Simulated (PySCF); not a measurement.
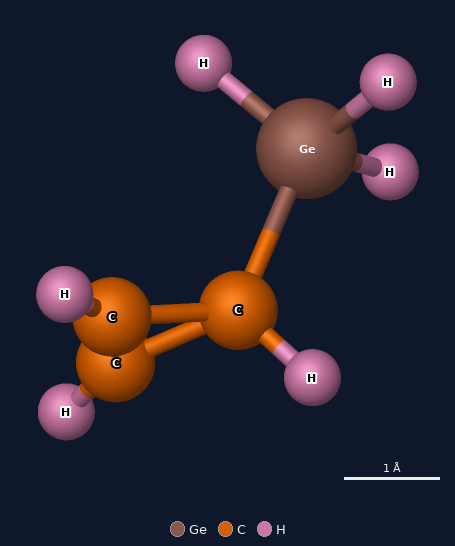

**Figure 1.** The input geometry (ball-and-stick view, seen at an oblique angle). Sticks mark near contacts. Bond lengths as drawn: C–C 1.32 to 1.52 Å, C–Ge 1.99 Å, C–H 1.03 to 1.10 Å and Ge–H 1.46 to 1.51 Å.

# Geometry relaxation of C3H6Ge

The run: geometry relaxation of C3H6Ge. Method and program: PBE0-D3(BJ)/def2-SVP geometry optimisation, gas phase (PySCF 2.14.0).

It belongs to a series of runs on one base structure; here: Si replaced by Ge.

### What the program printed
```
step   0  E = -2194.06289697  max force = 0.053116
step   1  E = -2194.06774090  max force = 0.021823
step   2  E = -2194.06949259  max force = 0.009056
step   3  E = -2194.06993165  max force = 0.005675
step   4  E = -2194.07009329  max force = 0.003701
step   5  E = -2194.07015520  max force = 0.001550
step   6  E = -2194.07018363  max force = 0.001250
step   7  E = -2194.07019569  max force = 0.000648
step   8  E = -2194.07019904  max force = 0.000369
optimisation converged
```

### Trajectory as extended XYZ (Å, eV, eV/Å), 9 frames, from step=0 to step=8
```
10
Properties=species:S:1:pos:R:3:forces:R:3 step=0 energy=-59703.49244
Ge    1.4456   -0.0332   -0.4620   -1.0629   1.2290  -0.2684
C    -0.4112    0.5303   -0.0284    0.5719  -0.2838  -0.3213
C    -1.5846   -0.4336   -0.0780    2.2713   1.7038   2.7313
C    -1.1437   -0.0810    1.1111   -1.0665  -0.5410  -1.2002
H     1.7281    0.1512   -1.9330    0.0768   0.0694  -0.6544
H     1.6537   -1.4388   -0.1223    0.1323  -1.5721   0.4289
H     2.4583    0.7997    0.2682    0.4874   0.4631   0.4636
H    -0.6129    1.5836   -0.2651    0.0229   0.2127  -0.0622
H    -2.2128   -0.9697   -0.6936   -1.5205  -1.2583  -1.4364
H    -1.2701   -0.1292    2.1820    0.0873  -0.0229   0.3190
10
Properties=species:S:1:pos:R:3:forces:R:3 step=1 energy=-59703.62425
Ge    1.5043    0.1106   -0.2238    0.1152  -0.3722  -0.0259
C    -0.4170    0.4839   -0.1022    0.0740   0.1897   0.0717
C    -1.4183   -0.6255   -0.2431   -1.0024  -0.5595  -1.0646
C    -1.3724   -0.0873    0.9203    0.5501   0.2850   1.1222
H     1.8969    0.2803   -1.7172    0.0587  -0.0172   0.1506
H     1.7359   -1.3875    0.1856   -0.0185   0.4213  -0.0768
H     2.4326    1.0302    0.6227   -0.2174  -0.1140  -0.0828
H    -0.6805    1.4755   -0.5116    0.0158  -0.0102  -0.0751
H    -1.9771   -1.2901   -0.9209    0.4951   0.1911   0.1949
H    -1.6688   -0.0220    1.9685   -0.0705  -0.0141  -0.2142
10
Properties=species:S:1:pos:R:3:forces:R:3 step=2 energy=-59703.67192
Ge    1.4819    0.0997   -0.2298    0.0320  -0.0603  -0.1645
C    -0.4322    0.5004   -0.1308    0.1157  -0.0752   0.0226
C    -1.4416   -0.6110   -0.2554   -0.4657   0.1606   0.1537
C    -1.3248   -0.0977    0.9304    0.2085  -0.0822  -0.1504
H     1.9417    0.2475   -1.6976    0.0673  -0.0098   0.0117
H     1.7084   -1.3641    0.2162   -0.0194   0.0740   0.0029
H     2.3585    1.0299    0.6331   -0.0340   0.0306   0.0395
H    -0.6994    1.4920   -0.5392   -0.0052  -0.0030   0.0584
H    -1.9854   -1.2659   -0.9359    0.2072  -0.0372   0.0333
H    -1.5717   -0.0624    1.9873   -0.1064   0.0025  -0.0072
10
Properties=species:S:1:pos:R:3:forces:R:3 step=3 energy=-59703.68386
Ge    1.4887    0.0950   -0.2476   -0.0672   0.0111  -0.0728
C    -0.4300    0.4834   -0.1355    0.0072  -0.0853  -0.0617
C    -1.4734   -0.6041   -0.2509   -0.0967   0.2918   0.1854
C    -1.3203   -0.1019    0.9347    0.1582  -0.0815  -0.1584
H     1.9923    0.2412   -1.6997    0.0027   0.0029  -0.0044
H     1.7266   -1.3505    0.2182    0.0215  -0.0939   0.0333
H     2.3215    1.0439    0.6349    0.0099   0.0501   0.0400
H    -0.6889    1.4803   -0.5343   -0.0195   0.0290   0.0571
H    -2.0163   -1.2488   -0.9333    0.0555  -0.1393  -0.0518
H    -1.5649   -0.0703    1.9916   -0.0716   0.0152   0.0334
10
Properties=species:S:1:pos:R:3:forces:R:3 step=4 energy=-59703.68826
Ge    1.4845    0.0891   -0.2567   -0.0107   0.0446   0.0118
C    -0.4312    0.4845   -0.1428    0.0082  -0.0586  -0.0630
C    -1.4816   -0.5964   -0.2490   -0.0516   0.1903   0.0247
C    -1.3102   -0.1003    0.9347    0.0558  -0.0635   0.0104
H     2.0095    0.2356   -1.7009   -0.0115   0.0008  -0.0086
H     1.7250   -1.3551    0.2206    0.0067  -0.0495   0.0118
H     2.2953    1.0495    0.6392    0.0172   0.0084   0.0022
H    -0.6895    1.4867   -0.5290   -0.0066   0.0123   0.0326
H    -2.0136   -1.2504   -0.9315    0.0200  -0.1059  -0.0230
H    -1.5527   -0.0750    1.9935   -0.0275   0.0211   0.0010
10
Properties=species:S:1:pos:R:3:forces:R:3 step=5 energy=-59703.68995
Ge    1.4837    0.0878   -0.2589    0.0086   0.0160   0.0352
C    -0.4318    0.4842   -0.1467    0.0075  -0.0176  -0.0163
C    -1.4872   -0.5908   -0.2489   -0.0366   0.0797  -0.0632
C    -1.3074   -0.0989    0.9345    0.0066  -0.0475   0.0554
H     2.0114    0.2342   -1.7021   -0.0100  -0.0011  -0.0069
H     1.7252   -1.3588    0.2211   -0.0021   0.0033  -0.0051
H     2.2912    1.0516    0.6392    0.0055  -0.0124  -0.0142
H    -0.6888    1.4903   -0.5235    0.0017   0.0038   0.0070
H    -2.0102   -1.2562   -0.9303    0.0221  -0.0437   0.0188
H    -1.5506   -0.0752    1.9937   -0.0033   0.0195  -0.0107
10
Properties=species:S:1:pos:R:3:forces:R:3 step=6 energy=-59703.69072
Ge    1.4829    0.0879   -0.2585    0.0116  -0.0016   0.0201
C    -0.4322    0.4860   -0.1464    0.0083   0.0097   0.0228
C    -1.4879   -0.5875   -0.2495   -0.0288   0.0189  -0.0643
C    -1.3087   -0.0973    0.9348   -0.0072  -0.0339   0.0309
H     2.0050    0.2339   -1.7041   -0.0055  -0.0021  -0.0021
H     1.7228   -1.3607    0.2189   -0.0041   0.0179  -0.0074
H     2.2964    1.0491    0.6367    0.0016  -0.0102  -0.0106
H    -0.6879    1.4942   -0.5187    0.0025  -0.0048  -0.0105
H    -2.0004   -1.2644   -0.9284    0.0160  -0.0068   0.0273
H    -1.5545   -0.0731    1.9933    0.0056   0.0128  -0.0063
10
Properties=species:S:1:pos:R:3:forces:R:3 step=7 energy=-59703.69105
Ge    1.4827    0.0886   -0.2573    0.0039  -0.0069  -0.0008
C    -0.4322    0.4879   -0.1441    0.0059   0.0150   0.0333
C    -1.4875   -0.5853   -0.2502   -0.0124  -0.0042  -0.0310
C    -1.3108   -0.0967    0.9353   -0.0052  -0.0134   0.0029
H     1.9973    0.2334   -1.7058   -0.0006  -0.0016   0.0000
H     1.7207   -1.3609    0.2171   -0.0017   0.0102  -0.0023
H     2.3039    1.0464    0.6334   -0.0011  -0.0027  -0.0034
H    -0.6871    1.4961   -0.5166    0.0004  -0.0052  -0.0109
H    -1.9930   -1.2697   -0.9268    0.0055   0.0036   0.0140
H    -1.5584   -0.0715    1.9932    0.0053   0.0052  -0.0017
10
Properties=species:S:1:pos:R:3:forces:R:3 step=8 energy=-59703.69114
Ge    1.4826    0.0887   -0.2571   -0.0006  -0.0037  -0.0061
C    -0.4320    0.4892   -0.1416    0.0028   0.0072   0.0190
C    -1.4868   -0.5845   -0.2504   -0.0036  -0.0026  -0.0048
C    -1.3122   -0.0965    0.9359   -0.0001  -0.0036  -0.0088
H     1.9931    0.2324   -1.7072    0.0002  -0.0012   0.0006
H     1.7197   -1.3606    0.2163    0.0001   0.0016   0.0010
H     2.3079    1.0450    0.6308   -0.0002   0.0015   0.0001
H    -0.6867    1.4967   -0.5160   -0.0007  -0.0021  -0.0050
H    -1.9897   -1.2712   -0.9261    0.0000   0.0020   0.0026
H    -1.5604   -0.0708    1.9935    0.0021   0.0009   0.0015
```

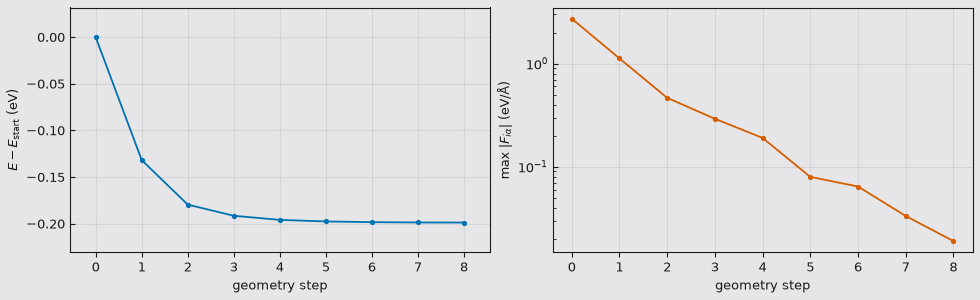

**Figure 2.** Progress of the relaxation, step by step (steps are counted from 0).

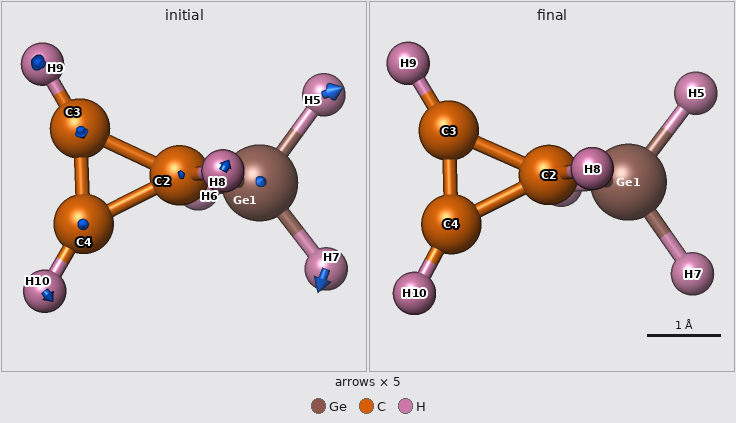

**Figure 3.** Before (left) and after (right) the relaxation, at one scale (ball-and-stick view, seen at a tilt). The blue arrows give the displacements, magnified 5 times. H6 moves most after the best rigid fit: 0.090 Å. By element the largest moves are H 0.090 Å, C 0.038 Å, Ge 0.028 Å. Among the contacts that change: Ge1–H6 1.461 → 1.543 Å, C3–H9 1.030 → 1.087 Å, Ge1–H7 1.501 → 1.544 Å, Ge1–H5 1.509 → 1.544 Å. Among the angles that change: C3–C4–H10 147.7° → 150.5°. After 8 geometry steps the energy has fallen by 0.199 eV. The largest force component goes from 2.7 to 0.019 eV/Å. (Atoms are counted from 1 in the order of the input.)

This output came from the following input.

### Input
```
{"job": {"xc": "PBE0", "basis": "def2-SVP", "d3": "d3bj", "grid": 1, "shake": 0.01, "kind": "geom"}, "charge": 0, "multiplicity": 1}
Ge     1.445640    -0.033210    -0.462020
C     -0.411190     0.530310    -0.028350
C     -1.584590    -0.433620    -0.078040
C     -1.143730    -0.081010     1.111130
H      1.728110     0.151160    -1.933020
H      1.653730    -1.438850    -0.122320
H      2.458260     0.799700     0.268210
H     -0.612910     1.583580    -0.265100
H     -2.212750    -0.969740    -0.693570
H     -1.270140    -0.129240     2.182010
```

The first line tells a small driver script what to run in PySCF; the rest is the geometry in Å.

Command:
```bash
OMP_NUM_THREADS=1 python <driver script> task.json out
```

### Results in brief

| quantity | value |
| --- | --- |
| outcome | converged |
| total energy | −2194.070199 hartree |
| dipole moment | 1.33 D |
| point group | C1 |
| hardware | 1 CPU thread, shared host |
| wall time | 37 s |
| peak memory | 0.42 GiB |
